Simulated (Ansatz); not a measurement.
**GeO+ (quartet): PBE, BLYP, r2SCAN, B97M-V, PBE0, B3LYP, wB97M-V, B2PLYP over vertical gaps between states, def2-QZVPP**

Aim: run GeO+ (quartet) with these functionals over vertical gaps between states, and hold them against the top wave-function level at the same points.

Method: def2-QZVPP, all electrons in the functionals, frozen cores in the correlation of double hybrids and RPA; program: Ansatz 0.2.0, Gaussian basis.

To be run: PBE, BLYP, r2SCAN, B97M-V, PBE0, B3LYP, wB97M-V, B2PLYP, at charge 1, quartet; charge 1, doublet; charge 1, sextet.

6 further runs of the same task are left out: 6 set aside as unsound or not needed.

## 1. The geometry

The geometry is a PBE0/def2-TZVP stationary point (not a proven minimum). No spin-orbit coupling is included. The filled d shell of Ge may be among the frozen orbitals whatever the setting's name suggests; the logs give the count.

2 atoms, charge 1, spin multiplicity 4.

Atoms are counted from 1 here; the program's logs count them from 0.

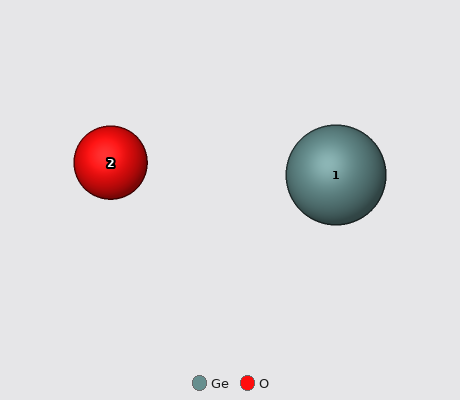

The structure; germanium teal, oxygen red; atoms are numbered from 1 in the order of the file.

No dispersion term is added; B97M-V, wB97M-V hold VV10 nonlocal correlation. B3LYP takes the VWN-RPA correlation.

The geometry shown and the zero of energy belong to the point charge 1, quartet. The yardstick, RCCSD(T), and other wave-function levels (R restricted, U unrestricted, valence and pair active spaces) come from earlier runs.

## 2. PBE, charge 1, quartet

File in.yaml:

```yaml
crystal:
  periodic: [false, false, false]
  atoms:
    - {symbol: Ge, position_ang: [0.000000, 0.000000, 0.000000]}
    - {symbol: O, position_ang: [0.000000, 0.000000, 2.423400]}
basis:
  gaussian: {orbitals: "def2-QZVPP.json"}
total_charge: 1
magnetization: {spin_polarized: true, initial_magnetization: 3}
hamiltonian: {xc: {name: PBE}}
output: {orbitals: {seedname: orbitals}}
```

Run with:

```sh
ansatz run in.yaml --threads 1 --pin off --events-out ev --progress --plain --max-ram 2393MiB
```

The log of the run:

```text
Functional definition: PBE
  name "PBE"
  cite "Perdew, Burke & Ernzerhof, Phys. Rev. Lett. 77, 3865 (1996) doi:10.1103/PhysRevLett.77.3865"
  parent pbe
  parameter kappa = 0.804
  parameter beta = 0.06672455060314922
  exchange = pbe_x(kappa = kappa, mu = beta*pi^2/3)
  correlation = pbe_c(beta = beta)
679 factors; their error is unknown
mean field evaluation 1: about -58517.3268 eV, gradient 7.1e1 eV
mean field evaluation 2: about -58260.6049 eV, gradient 1.4e2 eV
mean field evaluation 4: about -58541.1879 eV, gradient 2.1e1 eV
mean field evaluation 8: about -58542.5704 eV, gradient 7.1e-1 eV
mean field evaluation 16: about -58542.5614 eV, gradient 2.8e-5 eV
mean field evaluation 32: about -58542.4570 eV, gradient 4.4e0 eV
mean field evaluation 64: about -58542.1724 eV, gradient 1.2e0 eV
mean field evaluation 96: about -58542.2307 eV, gradient 7.6e0 eV
mean field -58542.56140543 eV, -2151.3994500761 hartree, gradient 3.6e-6 eV, S^2 3.758067; 15 other end points of the search recorded, 0 dependent functions left out
reference -58542.56144195 eV, -2151.3994514184 hartree; 21, 18 occupied and 125, 128 virtual orbitals, 679 factors
Total energy: -58542.56144195 eV, -2151.3994514184 hartree
```

Wall time 21 s (1 thread of Arm Neoverse V2, shared host).

From the report: ⟨S²⟩ of the determinant 3.758 (pure quartet: 3.75).

## 3. PBE, charge 1, doublet

in.yaml, as its differences from that of step 2:

```diff
@@ -8,3 +8,3 @@
 total_charge: 1
-magnetization: {spin_polarized: true, initial_magnetization: 3}
+magnetization: {spin_polarized: true, initial_magnetization: 1}
 hamiltonian: {xc: {name: PBE}}
```

Same command.

The log of the run, shortened:

```text
Functional definition: PBE
  name "PBE"
  cite "Perdew, Burke & Ernzerhof, Phys. Rev. Lett. 77, 3865 (1996) doi:10.1103/PhysRevLett.77.3865"
  parent pbe
[...]
679 factors; their error is unknown
[...]
mean field -58544.22750261 eV, -2151.4606780181 hartree, gradient 2.0e-5 eV, S^2 0.893942; 12 other end points of the search recorded, 0 dependent functions left out
reference -58544.22753709 eV, -2151.4606792852 hartree; 20, 19 occupied and 126, 127 virtual orbitals, 679 factors
Total energy: -58544.22753709 eV, -2151.4606792852 hartree
```

Run time: 26 s. Hardware: 1 thread of Arm Neoverse V2, shared host.

From the report: ⟨S²⟩ of the determinant 0.894 (pure doublet: 0.75).

From charge 1, quartet: -1.666 eV.

## 4. PBE, charge 1, sextet

in.yaml, as its differences from that of step 3:

```diff
@@ -8,3 +8,3 @@
 total_charge: 1
-magnetization: {spin_polarized: true, initial_magnetization: 1}
+magnetization: {spin_polarized: true, initial_magnetization: 5}
 hamiltonian: {xc: {name: PBE}}
```

The command is unchanged.

The log of the run:

```text
Functional definition: PBE
  name "PBE"
  cite "Perdew, Burke & Ernzerhof, Phys. Rev. Lett. 77, 3865 (1996) doi:10.1103/PhysRevLett.77.3865"
  parent pbe
  parameter kappa = 0.804
  parameter beta = 0.06672455060314922
  exchange = pbe_x(kappa = kappa, mu = beta*pi^2/3)
  correlation = pbe_c(beta = beta)
679 factors; their error is unknown
mean field evaluation 1: about -58532.7661 eV, gradient 3.7e1 eV
mean field evaluation 2: about -58502.4591 eV, gradient 7.6e1 eV
mean field evaluation 4: about -58536.0661 eV, gradient 1.7e1 eV
mean field evaluation 8: about -58537.6923 eV, gradient 1.4e-1 eV
mean field evaluation 16: about -58537.6827 eV, gradient 1.3e-4 eV
mean field evaluation 32: about -58537.1057 eV, gradient 6.2e0 eV
mean field -58537.68269430 eV, -2151.2201607489 hartree, gradient 8.9e-6 eV, S^2 8.756933; 5 other end points of the search recorded, 0 dependent functions left out
reference -58537.68273350 eV, -2151.2201621895 hartree; 22, 17 occupied and 124, 129 virtual orbitals, 679 factors
Total energy: -58537.68273350 eV, -2151.2201621895 hartree
```

Wall time 7.5 s (1 thread of Arm Neoverse V2, shared host).

From the report: ⟨S²⟩ of the determinant 8.757 (pure sextet: 8.75).

From charge 1, quartet: +4.879 eV.

## 5. BLYP, charge 1, quartet

in.yaml, as its differences from that of step 4:

```diff
@@ -8,4 +8,3 @@
 total_charge: 1
-magnetization: {spin_polarized: true, initial_magnetization: 5}
-hamiltonian: {xc: {name: PBE}}
-output: {orbitals: {seedname: orbitals}}
+magnetization: {spin_polarized: true, initial_magnetization: 3}
+hamiltonian: {xc: {name: BLYP}}
```

Launched as before.

The log of the run, shortened:

```text
Functional definition: BLYP
  name "BLYP"
  cite "Becke, Phys. Rev. A 38, 3098 (1988) doi:10.1103/PhysRevA.38.3098"
  cite "Lee, Yang & Parr, Phys. Rev. B 37, 785 (1988) doi:10.1103/PhysRevB.37.785"
[...]
679 factors; their error is unknown
[...]
mean field -58555.09408512 eV, -2151.8600175599 hartree, gradient 7.0e-6 eV, S^2 3.757596; 15 other end points of the search recorded, 0 dependent functions left out
reference -58555.09433461 eV, -2151.8600267284 hartree; 21, 18 occupied and 125, 128 virtual orbitals, 679 factors
Total energy: -58555.09433461 eV, -2151.8600267284 hartree
```

Run time: 23 s. Hardware: 1 thread of Arm Neoverse V2, shared host; peak memory 0.25 GiB.

From the report: ⟨S²⟩ of the determinant 3.758 (pure quartet: 3.75).

## 6. BLYP, charge 1, doublet

in.yaml, as its differences from that of step 5:

```diff
@@ -8,3 +8,3 @@
 total_charge: 1
-magnetization: {spin_polarized: true, initial_magnetization: 3}
+magnetization: {spin_polarized: true, initial_magnetization: 1}
 hamiltonian: {xc: {name: BLYP}}
```

The command is unchanged.

The log of the run, shortened:

```text
Functional definition: BLYP
  name "BLYP"
  cite "Becke, Phys. Rev. A 38, 3098 (1988) doi:10.1103/PhysRevA.38.3098"
  cite "Lee, Yang & Parr, Phys. Rev. B 37, 785 (1988) doi:10.1103/PhysRevB.37.785"
[...]
679 factors; their error is unknown
[...]
mean field -58556.86318929 eV, -2151.9250309389 hartree, gradient 1.9e-5 eV, S^2 0.877969; 11 other end points of the search recorded, 0 dependent functions left out
reference -58556.86344353 eV, -2151.9250402820 hartree; 20, 19 occupied and 126, 127 virtual orbitals, 679 factors
Total energy: -58556.86344353 eV, -2151.9250402820 hartree
```

It took 25 s on 1 thread of Arm Neoverse V2, shared host.

From the report: ⟨S²⟩ of the determinant 0.878 (pure doublet: 0.75).

From charge 1, quartet: -1.769 eV.

## 7. BLYP, charge 1, sextet

in.yaml, as its differences from that of step 6:

```diff
@@ -8,3 +8,3 @@
 total_charge: 1
-magnetization: {spin_polarized: true, initial_magnetization: 1}
+magnetization: {spin_polarized: true, initial_magnetization: 5}
 hamiltonian: {xc: {name: BLYP}}
```

Same command.

The log of the run, shortened:

```text
Functional definition: BLYP
  name "BLYP"
  cite "Becke, Phys. Rev. A 38, 3098 (1988) doi:10.1103/PhysRevA.38.3098"
  cite "Lee, Yang & Parr, Phys. Rev. B 37, 785 (1988) doi:10.1103/PhysRevB.37.785"
[...]
679 factors; their error is unknown
[...]
mean field -58549.89317621 eV, -2151.6688876829 hartree, gradient 5.5e-6 eV, S^2 8.756709; 7 other end points of the search recorded, 0 dependent functions left out
reference -58549.89342988 eV, -2151.6688970049 hartree; 22, 17 occupied and 124, 129 virtual orbitals, 679 factors
Total energy: -58549.89342988 eV, -2151.6688970049 hartree
```

Run time: 12 s. Hardware: 1 thread of Arm Neoverse V2, shared host.

From the report: ⟨S²⟩ of the determinant 8.757 (pure sextet: 8.75).

From charge 1, quartet: +5.201 eV.

## 8. r2SCAN, charge 1, quartet

in.yaml, as its differences from that of step 7:

```diff
@@ -8,3 +8,3 @@
 total_charge: 1
-magnetization: {spin_polarized: true, initial_magnetization: 5}
-hamiltonian: {xc: {name: BLYP}}
+magnetization: {spin_polarized: true, initial_magnetization: 3}
+hamiltonian: {xc: {name: r2SCAN}}
```

Same command.

The log of the run, shortened:

```text
Functional definition: r2SCAN
  name "r2SCAN"
  cite "Furness, Kaplan, Ning, Perdew & Sun, J. Phys. Chem. Lett. 11, 8208 (2020) doi:10.1021/acs.jpclett.0c02405"
  cite "Furness, Kaplan, Ning, Perdew & Sun, J. Phys. Chem. Lett. 11, 9248 (2020) doi:10.1021/acs.jpclett.0c03077"
  parent r2scan
[...]
679 factors; their error is unknown
[...]
mean field -58551.83905244 eV, -2151.7403973154 hartree, gradient 1.8e-5 eV, S^2 3.768791; 7 other end points of the search recorded, 0 dependent functions left out
reference -58551.83906686 eV, -2151.7403978450 hartree; 21, 18 occupied and 125, 128 virtual orbitals, 679 factors
Total energy: -58551.83906686 eV, -2151.7403978450 hartree
```

It took 48 s on 1 thread of Arm Neoverse V2, shared host; peak memory 0.27 GiB.

From the report: ⟨S²⟩ of the determinant 3.769 (pure quartet: 3.75).

## 9. r2SCAN, charge 1, doublet

in.yaml, as its differences from that of step 8:

```diff
@@ -8,3 +8,3 @@
 total_charge: 1
-magnetization: {spin_polarized: true, initial_magnetization: 3}
+magnetization: {spin_polarized: true, initial_magnetization: 1}
 hamiltonian: {xc: {name: r2SCAN}}
```

Launched as before.

The log of the run, shortened:

```text
Functional definition: r2SCAN
  name "r2SCAN"
  cite "Furness, Kaplan, Ning, Perdew & Sun, J. Phys. Chem. Lett. 11, 8208 (2020) doi:10.1021/acs.jpclett.0c02405"
  cite "Furness, Kaplan, Ning, Perdew & Sun, J. Phys. Chem. Lett. 11, 9248 (2020) doi:10.1021/acs.jpclett.0c03077"
  parent r2scan
[...]
679 factors; their error is unknown
[...]
mean field -58553.08826211 eV, -2151.7863049238 hartree, gradient 5.6e-5 eV, S^2 1.029161; 11 other end points of the search recorded, 0 dependent functions left out
reference -58553.08827564 eV, -2151.7863054212 hartree; 20, 19 occupied and 126, 127 virtual orbitals, 679 factors
Total energy: -58553.08827564 eV, -2151.7863054212 hartree
```

Run time: 59 s. Hardware: 1 thread of Arm Neoverse V2, shared host; peak memory 0.3 GiB.

From the report: ⟨S²⟩ of the determinant 1.029 (pure doublet: 0.75).

From charge 1, quartet: -1.249 eV.

## 10. r2SCAN, charge 1, sextet

in.yaml, as its differences from that of step 9:

```diff
@@ -8,3 +8,3 @@
 total_charge: 1
-magnetization: {spin_polarized: true, initial_magnetization: 1}
+magnetization: {spin_polarized: true, initial_magnetization: 5}
 hamiltonian: {xc: {name: r2SCAN}}
```

The command is unchanged.

The log of the run, shortened:

```text
Functional definition: r2SCAN
  name "r2SCAN"
  cite "Furness, Kaplan, Ning, Perdew & Sun, J. Phys. Chem. Lett. 11, 8208 (2020) doi:10.1021/acs.jpclett.0c02405"
  cite "Furness, Kaplan, Ning, Perdew & Sun, J. Phys. Chem. Lett. 11, 9248 (2020) doi:10.1021/acs.jpclett.0c03077"
  parent r2scan
[...]
679 factors; their error is unknown
[...]
mean field -58547.36726849 eV, -2151.5760622861 hartree, gradient 5.9e-6 eV, S^2 8.769220; 5 other end points of the search recorded, 0 dependent functions left out
reference -58547.36728312 eV, -2151.5760628238 hartree; 22, 17 occupied and 124, 129 virtual orbitals, 679 factors
Total energy: -58547.36728312 eV, -2151.5760628238 hartree
```

Run time: 15 s. Hardware: 1 thread of Arm Neoverse V2, shared host; peak memory 0.25 GiB.

From the report: ⟨S²⟩ of the determinant 8.769 (pure sextet: 8.75).

From charge 1, quartet: +4.472 eV.

## 11. B97M-V, charge 1, quartet

in.yaml, as its differences from that of step 10:

```diff
@@ -8,3 +8,3 @@
 total_charge: 1
-magnetization: {spin_polarized: true, initial_magnetization: 5}
-hamiltonian: {xc: {name: r2SCAN}}
+magnetization: {spin_polarized: true, initial_magnetization: 3}
+hamiltonian: {xc: {name: B97M-V}}
```

The command is unchanged.

The log of the run, shortened:

```text
Functional definition: B97M-V
  name "B97M-V"
  cite "Mardirossian & Head-Gordon, J. Chem. Phys. 142, 074111 (2015) doi:10.1063/1.4907719"
  cite "Becke, J. Chem. Phys. 107, 8554 (1997) doi:10.1063/1.475007"
  cite "Vydrov & Van Voorhis, J. Chem. Phys. 133, 244103 (2010) doi:10.1063/1.3521275"
  # Of w^i u^j: cxij and so on, Table III.
[...]
  gx(w, u) = cx00 + cx01*u + cx02*u^2 + (cx10 + cx11*u)*w
  gss(w, u) = css00 + css02*u^2 + css10*w + (css32*w^3 + css42*w^4)*u^2
  gos(w, u) = cos00 + cos01*u + cos03*u^3 + cos10*w + cos32*w^3*u^2
[...]
      + integral(e_c_pw_mod_opposite_spin*gos(b97_w_opposite, b97_u_opposite)) + vv10(b, c)
679 factors; their error is unknown
[...]
mean field -58541.90603485 eV, -2151.3753656515 hartree, gradient 1.3e-5 eV, S^2 3.763896; 9 other end points of the search recorded, 0 dependent functions left out
reference -58541.90608659 eV, -2151.3753675529 hartree; 21, 18 occupied and 125, 128 virtual orbitals, 679 factors
Total energy: -58541.90608659 eV, -2151.3753675529 hartree
```

Wall time 59 s (1 thread of Arm Neoverse V2, shared host); peak memory 0.31 GiB.

From the report: ⟨S²⟩ of the determinant 3.764 (pure quartet: 3.75).

## 12. B97M-V, charge 1, doublet

in.yaml, as its differences from that of step 11:

```diff
@@ -8,3 +8,3 @@
 total_charge: 1
-magnetization: {spin_polarized: true, initial_magnetization: 3}
+magnetization: {spin_polarized: true, initial_magnetization: 1}
 hamiltonian: {xc: {name: B97M-V}}
```

Launched as before.

The log of the run, shortened:

```text
Functional definition: B97M-V
  name "B97M-V"
  cite "Mardirossian & Head-Gordon, J. Chem. Phys. 142, 074111 (2015) doi:10.1063/1.4907719"
  cite "Becke, J. Chem. Phys. 107, 8554 (1997) doi:10.1063/1.475007"
  cite "Vydrov & Van Voorhis, J. Chem. Phys. 133, 244103 (2010) doi:10.1063/1.3521275"
  # Of w^i u^j: cxij and so on, Table III.
[...]
  gx(w, u) = cx00 + cx01*u + cx02*u^2 + (cx10 + cx11*u)*w
  gss(w, u) = css00 + css02*u^2 + css10*w + (css32*w^3 + css42*w^4)*u^2
  gos(w, u) = cos00 + cos01*u + cos03*u^3 + cos10*w + cos32*w^3*u^2
[...]
      + integral(e_c_pw_mod_opposite_spin*gos(b97_w_opposite, b97_u_opposite)) + vv10(b, c)
679 factors; their error is unknown
[...]
mean field -58543.12886758 eV, -2151.4203039257 hartree, gradient 8.9e-6 eV, S^2 0.931902; 10 other end points of the search recorded, 0 dependent functions left out
reference -58543.12891828 eV, -2151.4203057887 hartree; 20, 19 occupied and 126, 127 virtual orbitals, 679 factors
Total energy: -58543.12891828 eV, -2151.4203057887 hartree
```

Run time: 95 s. Hardware: 1 thread of Arm Neoverse V2, shared host; peak memory 0.34 GiB.

From the report: ⟨S²⟩ of the determinant 0.932 (pure doublet: 0.75).

From charge 1, quartet: -1.223 eV.

## 13. B97M-V, charge 1, sextet

in.yaml, as its differences from that of step 12:

```diff
@@ -8,3 +8,3 @@
 total_charge: 1
-magnetization: {spin_polarized: true, initial_magnetization: 1}
+magnetization: {spin_polarized: true, initial_magnetization: 5}
 hamiltonian: {xc: {name: B97M-V}}
```

The command is unchanged.

The log of the run, shortened:

```text
Functional definition: B97M-V
  name "B97M-V"
  cite "Mardirossian & Head-Gordon, J. Chem. Phys. 142, 074111 (2015) doi:10.1063/1.4907719"
  cite "Becke, J. Chem. Phys. 107, 8554 (1997) doi:10.1063/1.475007"
  cite "Vydrov & Van Voorhis, J. Chem. Phys. 133, 244103 (2010) doi:10.1063/1.3521275"
  # Of w^i u^j: cxij and so on, Table III.
[...]
  gx(w, u) = cx00 + cx01*u + cx02*u^2 + (cx10 + cx11*u)*w
  gss(w, u) = css00 + css02*u^2 + css10*w + (css32*w^3 + css42*w^4)*u^2
  gos(w, u) = cos00 + cos01*u + cos03*u^3 + cos10*w + cos32*w^3*u^2
[...]
      + integral(e_c_pw_mod_opposite_spin*gos(b97_w_opposite, b97_u_opposite)) + vv10(b, c)
679 factors; their error is unknown
[...]
mean field -58536.93356632 eV, -2151.1926308037 hartree, gradient 6.8e-6 eV, S^2 8.763495; 5 other end points of the search recorded, 0 dependent functions left out
reference -58536.93361894 eV, -2151.1926327372 hartree; 22, 17 occupied and 124, 129 virtual orbitals, 679 factors
Total energy: -58536.93361894 eV, -2151.1926327372 hartree
```

Run time: 23 s. Hardware: 1 thread of Arm Neoverse V2, shared host; peak memory 0.29 GiB.

From the report: ⟨S²⟩ of the determinant 8.763 (pure sextet: 8.75).

From charge 1, quartet: +4.972 eV.

## 14. PBE0, charge 1, quartet

in.yaml, as its differences from that of step 13:

```diff
@@ -8,3 +8,4 @@
 total_charge: 1
-magnetization: {spin_polarized: true, initial_magnetization: 5}
-hamiltonian: {xc: {name: B97M-V}}
+magnetization: {spin_polarized: true, initial_magnetization: 3}
+hamiltonian: {xc: {name: PBE0}}
+output: {orbitals: {seedname: orbitals}}
```

Same command.

The log of the run:

```text
Functional definition: PBE0
  name "PBE0"
  cite "Adamo & Barone, J. Chem. Phys. 110, 6158 (1999) doi:10.1063/1.478522"
  cite "Perdew, Burke & Ernzerhof, Phys. Rev. Lett. 77, 3865 (1996) doi:10.1103/PhysRevLett.77.3865"
  parent pbe
  parameter a = 0.25
  parameter kappa = 0.804
  parameter beta = 0.06672455060314922
  exchange = (1 - a)*pbe_x(kappa = kappa, mu = beta*pi^2/3) + a*exact_x
  correlation = pbe_c(beta = beta)
726 factors; their error is unknown
mean field evaluation 1: about -58523.7496 eV, gradient 6.1e1 eV
mean field evaluation 2: about -58332.5475 eV, gradient 1.3e2 eV
mean field evaluation 4: about -58542.8730 eV, gradient 1.2e1 eV
mean field evaluation 8: about -58543.4324 eV, gradient 3.3e-1 eV
mean field evaluation 16: about -58543.5780 eV, gradient 4.0e-4 eV
mean field evaluation 32: about -58544.0266 eV, gradient 1.3e-5 eV
mean field -58544.02655857 eV, -2151.4532934611 hartree, gradient 1.8e-6 eV, S^2 3.760993; 4 other end points of the search recorded, 0 dependent functions left out
reference -58544.02658620 eV, -2151.4532944763 hartree; 21, 18 occupied and 125, 128 virtual orbitals, 726 factors
Total energy: -58544.02658620 eV, -2151.4532944763 hartree
```

It took 18 s on 1 thread of Arm Neoverse V2, shared host; peak memory 0.36 GiB.

From the report: ⟨S²⟩ of the determinant 3.761 (pure quartet: 3.75).

## 15. PBE0, charge 1, doublet

in.yaml, as its differences from that of step 14:

```diff
@@ -8,3 +8,3 @@
 total_charge: 1
-magnetization: {spin_polarized: true, initial_magnetization: 3}
+magnetization: {spin_polarized: true, initial_magnetization: 1}
 hamiltonian: {xc: {name: PBE0}}
```

The command is unchanged.

The log of the run, shortened:

```text
Functional definition: PBE0
  name "PBE0"
  cite "Adamo & Barone, J. Chem. Phys. 110, 6158 (1999) doi:10.1063/1.478522"
  cite "Perdew, Burke & Ernzerhof, Phys. Rev. Lett. 77, 3865 (1996) doi:10.1103/PhysRevLett.77.3865"
  parent pbe
[...]
726 factors; their error is unknown
[...]
mean field -58544.98529909 eV, -2151.4885265254 hartree, gradient 8.0e-6 eV, S^2 0.943825; 9 other end points of the search recorded, 0 dependent functions left out
reference -58544.98532571 eV, -2151.4885275037 hartree; 20, 19 occupied and 126, 127 virtual orbitals, 726 factors
Total energy: -58544.98532571 eV, -2151.4885275037 hartree
```

Run time: 39 s. Hardware: 1 thread of Arm Neoverse V2, shared host; peak memory 0.36 GiB.

From the report: ⟨S²⟩ of the determinant 0.944 (pure doublet: 0.75).

From charge 1, quartet: -0.959 eV.

## 16. PBE0, charge 1, sextet

in.yaml, as its differences from that of step 15:

```diff
@@ -8,3 +8,3 @@
 total_charge: 1
-magnetization: {spin_polarized: true, initial_magnetization: 1}
+magnetization: {spin_polarized: true, initial_magnetization: 5}
 hamiltonian: {xc: {name: PBE0}}
```

Same command.

The log of the run:

```text
Functional definition: PBE0
  name "PBE0"
  cite "Adamo & Barone, J. Chem. Phys. 110, 6158 (1999) doi:10.1063/1.478522"
  cite "Perdew, Burke & Ernzerhof, Phys. Rev. Lett. 77, 3865 (1996) doi:10.1103/PhysRevLett.77.3865"
  parent pbe
  parameter a = 0.25
  parameter kappa = 0.804
  parameter beta = 0.06672455060314922
  exchange = (1 - a)*pbe_x(kappa = kappa, mu = beta*pi^2/3) + a*exact_x
  correlation = pbe_c(beta = beta)
726 factors; their error is unknown
mean field evaluation 1: about -58536.4658 eV, gradient 2.7e1 eV
mean field evaluation 2: about -58530.1533 eV, gradient 4.2e1 eV
mean field evaluation 4: about -58539.0769 eV, gradient 2.9e0 eV
mean field evaluation 8: about -58539.0924 eV, gradient 1.1e-1 eV
mean field evaluation 16: about -58539.2378 eV, gradient 1.3e-4 eV
mean field -58539.23783960 eV, -2151.2773112848 hartree, gradient 2.1e-5 eV, S^2 8.765178; 2 other end points of the search recorded, 0 dependent functions left out
reference -58539.23786900 eV, -2151.2773123650 hartree; 22, 17 occupied and 124, 129 virtual orbitals, 726 factors
Total energy: -58539.23786900 eV, -2151.2773123650 hartree
```

Run time: 5.5 s. Hardware: 1 thread of Arm Neoverse V2, shared host; peak memory 0.26 GiB.

From the report: ⟨S²⟩ of the determinant 8.765 (pure sextet: 8.75).

From charge 1, quartet: +4.789 eV.

[end of part 1 of 2]
